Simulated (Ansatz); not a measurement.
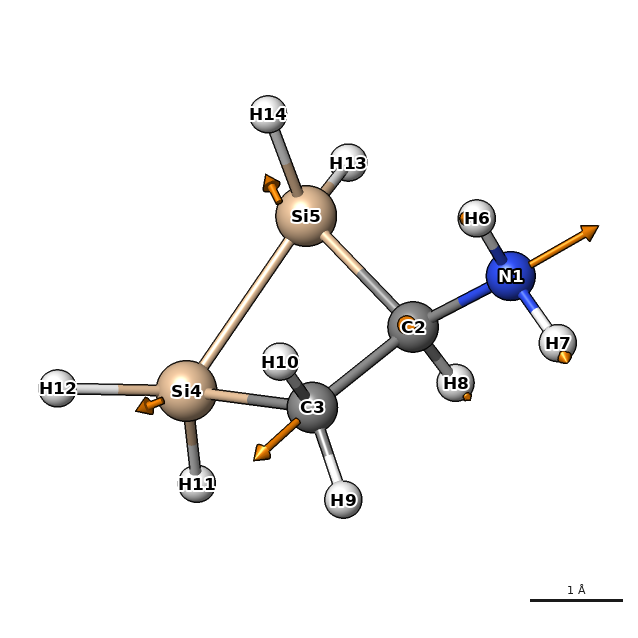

Arrows show the forces on the atoms, 4 Å of arrow for 1 eV/Å; forces under a tenth of the largest aren't drawn. Level of theory: r2SCAN-D4/def2-TZVPP (Ansatz 0.2.0).

Question: On which atom is the force largest, and how large is it?

Answer: On N1: 0.22 eV/Å.

Question: Which bond do the forces act along most?

Answer: N1–C2, now 1.445 Å: the forces push its atoms apart, so a first step downhill lengthens it.

List the force components in the frame of the picture (x right, y up, z towards the viewer), in eV/Å.

```csv
atom,Fx,Fy,Fz
N1,0.19,0.11,0.05
C2,−0.02,0.01,−0.18
C3,−0.12,−0.11,0.10
Si4,−0.08,−0.03,−0.04
Si5,−0.04,0.08,−0.05
H6,−0.02,0.00,0.04
H7,0.01,−0.03,0.04
H8,0.01,−0.02,0.01
H9,0.01,0.00,0.02
H10,0.01,0.00,0.00
H11,0.00,0.01,0.01
H12,0.01,−0.01,−0.01
H13,0.00,0.01,0.01
H14,0.01,−0.02,0.00
```
